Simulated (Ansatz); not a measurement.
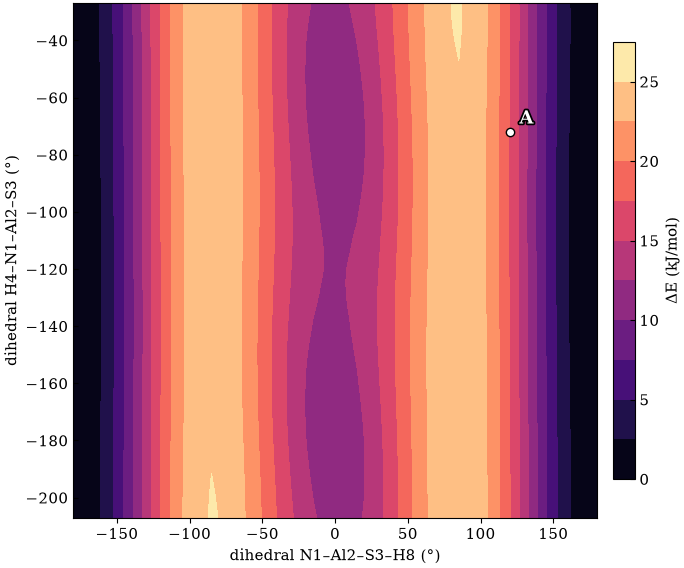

AlH5NS, SMILES [NH3+][AlH][SH], charge +1. Coordinates scanned: (1) dihedral N1–Al2–S3–H8; (2) dihedral H4–N1–Al2–S3. Nothing is relaxed (all other coordinates rigid). The grid has 18 × 17 points. Points are written as (first, second). All energies are given in kJ/mol relative to the lowest grid point. Level of theory: RHF/def2-TZVP in Ansatz.

Drawn: filled contours, the point A. Between grid points the surface is interpolated.

Is A at rest? If not, where is it pushed?

A, at (120°, −72.0°), is not a stationary point. The computed force is 0.38 kJ/mol for each degree towards larger values of dihedral N1–Al2–S3–H8 and nearly zero along dihedral H4–N1–Al2–S3.
